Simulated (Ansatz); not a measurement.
**Ca3Ge, from a guessed structure to a relaxed one**

Starting from a made-up structure for Ca3Ge, the aim is the relaxed cell, its shortest contacts and, where a second run follows, its electronic structure.

Main program and level: Ansatz 0.2.0; DFT, PBEsol, plane-wave PAW, files of the set soft_1, scalar-relativistic, no spin, cell and ions relaxed at zero pressure; PAW set soft_1.

## Step 1: Starting point

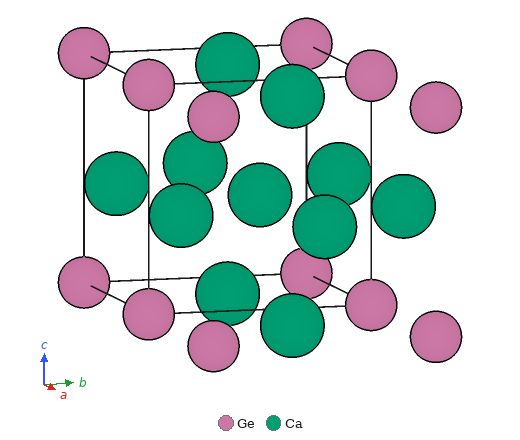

The cell as given, slightly off an axis (germanium pink, calcium teal). 2×1×1 cells are drawn. Some periodic images of atoms are drawn too.

Coordinates:

```cif
data_structure
_symmetry_space_group_name_H-M 'Pm-3m'
_symmetry_Int_Tables_number 221
_cell_length_a 4.8790
_cell_length_b 4.8790
_cell_length_c 4.8790
_cell_angle_alpha 90.000
_cell_angle_beta 90.000
_cell_angle_gamma 90.000
_cell_volume 116.14
loop_
_atom_site_label
_atom_site_type_symbol
_atom_site_symmetry_multiplicity
_atom_site_Wyckoff_symbol
_atom_site_fract_x
_atom_site_fract_y
_atom_site_fract_z
_atom_site_occupancy
Ge1 Ge 1 a 0.00000 0.00000 0.00000 1
Ca1 Ca 3 c 0.50000 0.50000 0.00000 1
```

## Step 2: Relaxing cell and atoms

The guessed cell has no reason to be at equilibrium. It is relaxed with the atoms, within the space group of the guess.

input.yaml

```yaml
crystal:
  lattice:
    - [4.879, 0.0, 0.0]
    - [0.0, 4.879, 0.0]
    - [0.0, 0.0, 4.879]
  atoms:
    - { symbol: Ge, position: [0.0, 0.0, 0.0] }
    - { symbol: Ca, position: [0.5, 0.5, 0.0] }
    - { symbol: Ca, position: [0.5, 0.0, 0.5] }
    - { symbol: Ca, position: [0.0, 0.5, 0.5] }
kpoints:
  mp_grid: { grid: [6, 6, 6] }
scf:
  occupations: { method: fermi_dirac, width: 0.05 }
hamiltonian:
  xc: pbesol
  pseudopotentials: { kind: paw, azcp: { folder: soft_1 }, xc_functional: pbe }
relax:
  f_tol: 0.015
  max_steps: 70
  cell: {}
output:
  forces: true
  stress: true
```

Started as:

```sh
ansatz run input.yaml --threads 4 --pin off --max-ram 8192MiB --backend cpu --events-out ev --progress --plain --runs-dir out
```

Numbers of over 12 decimals in the logs are rounded to 6 here.

Output:

```text
Engine: ansatz 0.2.0, aarch64-unknown-linux-gnu
Pseudopotentials: kind: paw
Pseudopotential: Ge, paw, valence charge 14, recommended cutoff 420 eV (normal), soft_1/Ge.paw.azcp
Pseudopotential: Ca, paw, valence charge 10, recommended cutoff 420 eV (normal), soft_1/Ca.paw.azcp
Functional definition: PBEsol
  exchange = pbesol_x
  correlation = pbesol_c
Crystal: 4 atoms, lattice volume = 116.143 Å³
Basis set: ecut = 420 eV, 2301 PW (Γ), exchange–correlation on 72×72×72 points (8 copies of the dense FFT grid, shifted against one another)
Bands: 27, of which v1, the nominal top of the filled ones, is band 22 counted from 1 (21 counted from 0)
Symmetry: 48 space group operations
Space group: Pm-3m (ITA 221), of the structure as read, at distance tolerance 4.9e-5 Å
k-points: 20 of 216
Non-local potential: Ge, projectors of the file, l = 0: 2, l = 1: 2, l = 2: 3, l = 3: 1
Non-local potential: Ca, projectors of the file, l = 0: 3, l = 1: 2, l = 2: 2
PAW form: soft (Blöchl's): semilocal exchange-correlation on the pseudo side does not see the compensation charge
PAW frozen core: Ge, regenerated for the run's functional, and the local potential with it (the file was generated under x = pbe(κ = 0.804, μ = 0.219515), c = pbe(β = 0.066725))
PAW frozen core: Ca, regenerated for the run's functional, and the local potential with it (the file was generated under x = pbe(κ = 0.804, μ = 0.219515), c = pbe(β = 0.066725))
PAW one-centre angular grid: Ge, 590 points (default); XC on 64 Gauss nodes
PAW one-centre angular grid: Ca, 110 points (default); XC on 64 Gauss nodes
Initial density: superposition of atomic densities (chi_scale 0.1, normalization cell, long waves kept (reshape's long-wave potential 0.01 eV rms))
Initial wavefunctions: pseudopotential atomic-orbital guess
Functional: x = pbesol(κ = 0.804, μ = 0.123457), c = pbesol(β = 0.046)
SCF iter   1: F=—  HF=-9637.901407 eV  |F-HF|=—  |Δ(HF+E_count)|=         —  Δρ=4.49e-2  dr2=6.38e0  ethr=3.10e-3  ⟨swp⟩=9.1  Hψ=2815  notcnv=0
preconditioner: auto → Kerker (q_TF=auto, 2.321 Å⁻¹)  [metal: Δε(μ)=0.092 eV  Ē_g=3.307 eV  σ=0.050 eV  W_gap=0.43  n_scr=26 (ndim 8)  ℏωp=10.9 eV  f_vac=0.000  D(μ)=2.01/eV (n_scr^D=6)]
SCF iter   2: F=—  HF=-9636.473257 eV  |F-HF|=—  |Δ(HF+E_count)|=    1.43e0  Δρ=2.15e-2  dr2=1.53e0  ethr=3.10e-3  ⟨swp⟩=2.8  Hψ=1040  notcnv=0
preconditioner: auto → Resta (q_TF=auto, 2.321 Å⁻¹)  ε∞=9.6  [insulator: Δε(μ)=0.118 eV  Ē_g=3.726 eV  σ=0.050 eV  W_gap=0.53  n_scr=26 (ndim 8)  ℏωp=10.9 eV  f_vac=0.000  D(μ)=1.33/eV (n_scr^D=6)  ε∞_Penn≈9.6]
SCF iter   3: F=—  HF=-9636.076945 eV  |F-HF|=—  |Δ(HF+E_count)|=   3.96e-1  Δρ=8.64e-3  dr2=1.24e-1  ethr=3.10e-3  ⟨swp⟩=2.5  Hψ=1076  notcnv=0
SCF iter   4: F=—  HF=-9636.046851 eV  |F-HF|=—  |Δ(HF+E_count)|=   3.01e-2  Δρ=3.43e-3  dr2=2.34e-2  ethr=2.82e-4  ⟨swp⟩=2.7  Hψ=1106  notcnv=0
SCF iter   5: F=—  HF=-9636.046057 eV  |F-HF|=—  |Δ(HF+E_count)|=   7.94e-4  Δρ=8.73e-4  dr2=1.59e-3  ethr=5.31e-5  ⟨swp⟩=2.0  Hψ=728  notcnv=0
SCF iter   6: F=—  HF=-9636.045562 eV  |F-HF|=—  |Δ(HF+E_count)|=   4.95e-4  Δρ=1.56e-4  dr2=4.07e-5  ethr=3.62e-6  ⟨swp⟩=2.0  Hψ=969  notcnv=0
SCF iter   7: F=—  HF=-9636.045571 eV  |F-HF|=—  |Δ(HF+E_count)|=   9.17e-6  Δρ=4.65e-5  dr2=4.79e-6  ethr=9.24e-8  ⟨swp⟩=2.0  Hψ=946  notcnv=0
SCF iter   8: F=—  HF=-9636.045565 eV  |F-HF|=—  |Δ(HF+E_count)|=   6.09e-6  Δρ=1.17e-5  dr2=3.09e-7  ethr=1.09e-8  ⟨swp⟩=2.0  Hψ=921  notcnv=0
SCF iter   9: F=-9636.045565 eV  HF=-9636.045565 eV  |F-HF|=8.86e-9  |Δ(HF+E_count)|=   8.08e-9  Δρ=2.02e-6  dr2=8.25e-9  ethr=2.27e-10  ⟨swp⟩=4.3  Hψ=1603  notcnv=0
SCF 1 converged in 9 iterations: F = -9636.045565 eV  dr2 = 8.25e-9
  greatest PAW one-centre occupation: 0.998 electrons in one spin orbital (limit 2), on the Ge atom at site 0 (counted from 0), in its partial waves of l = 2
relax step   1: F+E_penalty+E_count = -9636.04556529 eV  Δ(F+E_penalty+E_count) = +0.000e0 eV  max|allowed force component| = 1.225e-28 eV/Å  Δτ_max = 0.0000 Å  P = -1.500 GPa  Ω = 116.143 Å³  (9 SCF iters, dr2 threshold 1.00e-7 eV, accepted)
Crystal: 4 atoms, lattice volume = 111.629 Å³
Basis set: ecut = 420 eV, 2109 PW (Γ), exchange–correlation on 72×72×72 points (8 copies of the dense FFT grid, shifted against one another)
Initial density: handed on by an earlier stage of this run
Initial wavefunctions: those handed on with the density
iter 1 solved again at ethr=2.41e-5 eV; its pass at ethr=3.10e-3 eV (dr2=1.06e-2 eV) is discarded
SCF iter   1: F=—  HF=-9636.075279 eV  |F-HF|=—  |Δ(HF+E_count)|=         —  Δρ=1.76e-3  dr2=1.11e-2  ethr=2.41e-5  ⟨swp⟩=1.0  Hψ=2923  notcnv=0
preconditioner: auto → Kerker (q_TF=auto, 2.336 Å⁻¹)  [metal: Δε(μ)=0.114 eV  Ē_g=4.068 eV  σ=0.050 eV  W_gap=0.46  n_scr=26 (ndim 8)  ℏωp=11.1 eV  f_vac=0.000  D(μ)=0.82/eV (n_scr^D=0)]
SCF iter   2: F=—  HF=-9636.073270 eV  |F-HF|=—  |Δ(HF+E_count)|=   2.01e-3  Δρ=9.85e-4  dr2=3.35e-3  ethr=2.41e-5  ⟨swp⟩=2.0  Hψ=621  notcnv=0
preconditioner: auto → Resta (q_TF=auto, 2.336 Å⁻¹)  ε∞=8.4  [insulator: Δε(μ)=0.140 eV  Ē_g=4.086 eV  σ=0.050 eV  W_gap=0.57  n_scr=26 (ndim 8)  ℏωp=11.1 eV  f_vac=0.000  D(μ)=0.80/eV (n_scr^D=0)  ε∞_Penn≈8.4]
SCF iter   3: F=—  HF=-9636.072520 eV  |F-HF|=—  |Δ(HF+E_count)|=   7.50e-4  Δρ=3.41e-4  dr2=2.37e-4  ethr=7.62e-6  ⟨swp⟩=2.0  Hψ=922  notcnv=0
SCF iter   4: F=—  HF=-9636.072407 eV  |F-HF|=—  |Δ(HF+E_count)|=   1.13e-4  Δρ=1.41e-4  dr2=5.22e-5  ethr=5.39e-7  ⟨swp⟩=2.0  Hψ=922  notcnv=0
SCF iter   5: F=—  HF=-9636.072394 eV  |F-HF|=—  |Δ(HF+E_count)|=   1.31e-5  Δρ=2.64e-5  dr2=1.75e-6  ethr=1.19e-7  ⟨swp⟩=2.0  Hψ=642  notcnv=0
SCF iter   6: F=-9636.072393 eV  HF=-9636.072393 eV  |F-HF|=4.06e-8  |Δ(HF+E_count)|=   5.77e-7  Δρ=6.01e-6  dr2=5.06e-8  ethr=9.09e-10  ⟨swp⟩=4.1  Hψ=1792  notcnv=0
SCF 2 converged in 6 iterations: F = -9636.072393 eV  dr2 = 5.06e-8
relax step   2: F+E_penalty+E_count = -9636.07239321 eV  Δ(F+E_penalty+E_count) = -2.683e-2 eV  max|allowed force component| = 4.963e-30 eV/Å  Δτ_max = 0.0000 Å  P = -0.362 GPa  Ω = 111.629 Å³  energy of the carried Pulay correction = +7.604e-5 eV  (6 SCF iters, dr2 threshold 4.00e-7 eV, accepted)
Crystal: 4 atoms, lattice volume = 110.265 Å³
iter 1 solved again at ethr=2.03e-6 eV; its pass at ethr=3.10e-3 eV (dr2=8.92e-4 eV) is discarded
SCF iter   1: F=—  HF=-9636.074151 eV  |F-HF|=—  |Δ(HF+E_count)|=         —  Δρ=5.53e-4  dr2=1.08e-3  ethr=2.03e-6  ⟨swp⟩=2.0  Hψ=2929  notcnv=0
preconditioner: auto → Resta (q_TF=auto, 2.341 Å⁻¹)  ε∞=8.4  [insulator: Δε(μ)=0.155 eV  Ē_g=4.112 eV  σ=0.050 eV  W_gap=0.63  n_scr=26 (ndim 8)  ℏωp=11.2 eV  f_vac=0.000  D(μ)=0.82/eV (n_scr^D=0)  ε∞_Penn≈8.4]
SCF iter   2: F=—  HF=-9636.073918 eV  |F-HF|=—  |Δ(HF+E_count)|=   2.33e-4  Δρ=2.64e-4  dr2=1.97e-4  ethr=2.03e-6  ⟨swp⟩=2.0  Hψ=641  notcnv=0
SCF iter   3: F=—  HF=-9636.073864 eV  |F-HF|=—  |Δ(HF+E_count)|=   5.45e-5  Δρ=1.05e-4  dr2=2.02e-5  ethr=4.48e-7  ⟨swp⟩=2.0  Hψ=922  notcnv=0
SCF iter   4: F=—  HF=-9636.073858 eV  |F-HF|=—  |Δ(HF+E_count)|=   5.63e-6  Δρ=4.86e-5  dr2=4.94e-6  ethr=4.58e-8  ⟨swp⟩=2.0  Hψ=922  notcnv=0
SCF iter   5: F=-9636.073857 eV  HF=-9636.073857 eV  |F-HF|=8.21e-8  |Δ(HF+E_count)|=   7.37e-7  Δρ=9.62e-6  dr2=1.66e-7  ethr=7.46e-10  ⟨swp⟩=3.0  Hψ=1972  notcnv=0
SCF 3 converged in 5 iterations: F = -9636.073857 eV  dr2 = 1.66e-7
relax step   3: F+E_penalty+E_count = -9636.07385709 eV  Δ(F+E_penalty+E_count) = -1.464e-3 eV  max|allowed force component| = 5.703e-30 eV/Å  Δτ_max = 0.0000 Å  P = +0.028 GPa  Ω = 110.265 Å³  energy of the carried Pulay correction = +9.962e-5 eV  (5 SCF iters, dr2 threshold 3.28e-7 eV, accepted)
Initial wavefunctions: pseudopotential atomic-orbital guess (no wavefunctions were taken with the density)
iter 1 solved again at ethr=1.72e-7 eV; its pass at ethr=3.10e-3 eV (dr2=7.59e-5 eV) is discarded
SCF iter   1: F=—  HF=-9636.073762 eV  |F-HF|=—  |Δ(HF+E_count)|=         —  Δρ=1.42e-5  dr2=1.63e-7  ethr=1.72e-7  ⟨swp⟩=3.0  Hψ=4053  notcnv=0
preconditioner: auto → Resta (q_TF=auto, 2.341 Å⁻¹)  ε∞=8.4  [insulator: Δε(μ)=0.173 eV  Ē_g=4.123 eV  σ=0.050 eV  W_gap=0.69  n_scr=26 (ndim 8)  ℏωp=11.2 eV  f_vac=0.000  D(μ)=0.81/eV (n_scr^D=0)  ε∞_Penn≈8.4]
SCF iter   2: F=—  HF=-9636.073756 eV  |F-HF|=—  |Δ(HF+E_count)|=   5.81e-6  Δρ=9.01e-6  dr2=8.42e-8  ethr=3.71e-10  ⟨swp⟩=2.0  Hψ=984  notcnv=0
SCF iter   3: F=—  HF=-9636.073756 eV  |F-HF|=—  |Δ(HF+E_count)|=   6.33e-9  Δρ=4.39e-6  dr2=2.81e-8  ethr=1.91e-10  ⟨swp⟩=2.3  Hψ=760  notcnv=0
SCF iter   4: F=—  HF=-9636.073756 eV  |F-HF|=—  |Δ(HF+E_count)|=   4.21e-9  Δρ=8.01e-7  dr2=8.76e-10  ethr=6.39e-11  ⟨swp⟩=2.5  Hψ=758  notcnv=0
SCF iter   5: F=—  HF=-9636.073756 eV  |F-HF|=—  |Δ(HF+E_count)|=  9.28e-11  Δρ=2.10e-7  dr2=5.64e-11  ethr=1.99e-12  ⟨swp⟩=2.0  Hψ=921  notcnv=0
SCF iter   6: F=-9636.073756 eV  HF=-9636.073756 eV  |F-HF|=3.64e-12  |Δ(HF+E_count)|=  1.09e-11  Δρ=4.47e-8  dr2=2.20e-12  ethr=1.00e-12  ⟨swp⟩=4.0  Hψ=1755  notcnv=0
SCF 4 converged in 6 iterations: F = -9636.073756 eV  dr2 = 2.20e-12
relax step   4: F+E_penalty+E_count = -9636.07375593 eV  Δ(F+E_penalty+E_count) = +1.012e-4 eV  max|allowed force component| = 7.626e-30 eV/Å  Δτ_max = 0.0000 Å  P = +0.028 GPa  Ω = 110.265 Å³  stress off target by 2.83e-2 GPa  SCF on the basis re-selected at this cell (its energy is not comparable with the rows above)  (6 SCF iters)
basis re-selected at this cell: Δ(F+E_penalty+E_count) = +1.012e-4 eV, ΔP = +0.001 GPa vs the last step (what re-selecting the basis moved, of the pressure what is left beyond the Pulay correction that the steps carried, after the strain that the cell walked since its last selection, with what the two solves' SCF thresholds leave and, on support functions, any second-order correction that the steps lacked; it is no m [...]
SCF converged after 6 iterations
Free energy (F): -9636.073756 eV
Harris-Foulkes:  -9636.073756 eV  (|F-HF|=3.64e-12)
Internal energy: -9636.066364 eV  (E = F + TS)
E sigma→0 (E₀):  -9636.070060 eV
Entropy (-TS):   -0.007392 eV (-1.848 meV/atom)
Fermi energy:    7.639741 eV
--- Per-component energies (eV) ---
  E_band       = -567.588762
  E_kinetic    = 854.951878
  E_local      = -4449.923886  (includes V_loc(G=0)·N_el)
  E_nonlocal   = 492.516973
  E_hartree    = 1790.788019
  E_xc         = -450.044367
  E_vxc        = -538.095856  (∫ρ·V_xc dr)
  E_paw        = -4503.185242  (= ΣΔE_a)
  E_vpaw       = -508.613885  (= ΣTr[D̂ρ^β])
  E_aug_tail   = 0.000005  (compensation charges beyond the density's cutoff)
  E_ewald      = -3372.444065
  E_core_change = 1.274321  (= ΣΔE_core)
  E_smearing   = -0.007392  (= −TS)
  E_closure    = 0.000000  (closes the sum)
  Σ components = -9636.073756   (vs F -9636.073756, Δ=0.00e0)
--- Forces (eV/Å), atoms counted from 1 ---
  atom   1  Ge     0.00000000     0.00000000     0.00000000
  atom   2  Ca    -0.00000000    -0.00000000    -0.00000000
  atom   3  Ca     0.00000000     0.00000000    -0.00000000
  atom   4  Ca     0.00000000    -0.00000000    -0.00000000
  max |Σ_I F_I| component: 1.43e-29 eV/Å
--- Stress (GPa, compression-positive) ---
        0.028297      -0.000000      -0.000000
       -0.000000       0.028297      -0.000000
       -0.000000      -0.000000       0.028297
  P = ⅓ Tr σ = 0.0283 GPa (0.283 kbar)
--- Relaxed structure (3 steps of the walk, 3 accepted, 1 SCFs on fresh bases) ---
  F+E_penalty+E_count = -9636.07375593 eV   max|allowed force component| = 7.626e-30 eV/Å   (the final SCF, on the basis selected at the relaxed cell)
  cell:  # Å, volume = 110.2646 Å³
    - [4.795259, 0, 0]
    - [0, 4.795259, 0]
    - [0, 0, 4.795259]
  atoms:
    - { symbol: Ge, position: [0, 0, 0] }
    - { symbol: Ca, position: [0.5, 0.5, 0] }
    - { symbol: Ca, position: [0.5, 0, 0.5] }
    - { symbol: Ca, position: [0, 0.5, 0.5] }
```

Wall time 3.9 s (4 threads of Arm Neoverse V1, shared host); peak memory 0.42 GiB.

The steps of the relaxation:

```csv
step,energy less that of the first step (eV),largest force component (eV/Å),pressure (GPa),volume (Å³)
1,0.0000,0.0000,-1.50,116.14
2,-0.0268,0.0000,-0.36,111.63
3,-0.0283,0.0000,0.03,110.26
4*,-0.0282,0.0000,0.03,110.26
```

Relaxation steps marked * repeat the geometry before them on a plane-wave basis chosen anew for their cell, so energy and pressure can jump there.

Forces are held to the 48 operations that the run works with; a distortion that breaks them can't arise in this run.

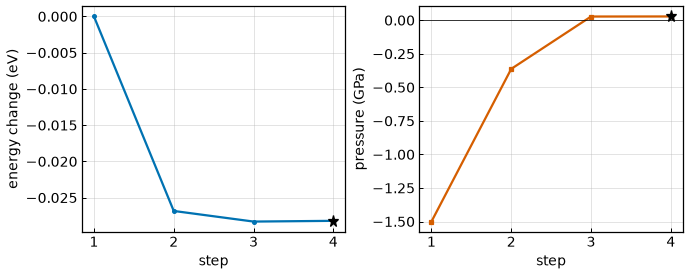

Energy and pressure along the relaxation. Stars mark steps on a basis chosen anew.

```csv
"conventional cell, symmetrised",before,after,change
a (Å),4.879,4.795,-1.7 %
b (Å),4.879,4.795,-1.7 %
c (Å),4.879,4.795,-1.7 %
volume (Å³/atom),29.04,27.57,-5.1 %
```

The relaxed structure:

```xyz
4
Lattice="4.7953 0.0000 0.0000 0.0000 4.7953 0.0000 0.0000 0.0000 4.7953" Properties=species:S:1:pos:R:3 pbc="T T T"
Ge    0.0000    0.0000    0.0000
Ca    2.3976    2.3976    0.0000
Ca    2.3976    0.0000    2.3976
Ca    0.0000    2.3976    2.3976
```

This step gave:

```
free energy             : -9636.0738 eV
energy at zero smearing : -9636.0701 eV
smearing term TS        : 0.007392 eV
Fermi energy            : 7.640 eV
electrons               : 44
symmetry operations     : 48
pressure                : 0.02830 GPa
```

Shortest distances by pair of elements, guess and relaxed (not always the same contact):

```csv
pair,guess (Å),relaxed (Å)
Ca–Ge,3.450,3.391
Ca–Ca,3.450,3.391
Ge–Ge,4.879,4.795
```

The relaxation ends with a pressure of 0.03 GPa.

## Step 3: Summary of results

| Quantity | Value |
| --- | --- |
| space group, relaxed | Pm-3m |
| conventional cell | a = 4.795, b = 4.795, c = 4.795 Å; α = 90.0°, β = 90.0°, γ = 90.0° |
| volume per atom | 27.57 Å³ (guess 29.04) |

What this shows: Ca3Ge relaxes to Pm-3m with a = 4.795, b = 4.795 and c = 4.795 Å. The guessed volume was 5 % too large. The space group Pm-3m was held in the relaxation, so the end point is a stationary structure within it and may be a saddle against distortions or other arrangements. Mesh and cutoff weren't tested. No dispersion term is used, so weakly bound directions may come out too long. Nothing here tests whether the compound is stable against decomposition.

[Logs are printed without paths, hosts, clocks, repeated set-up lines and the standing remarks that a program may print on its own settings, such as how far it seeks lower states.]

[Hosts, paths, dates, database ids (printed as entryN), source tags and the programs' standing remarks are cut or masked in the printed files.]
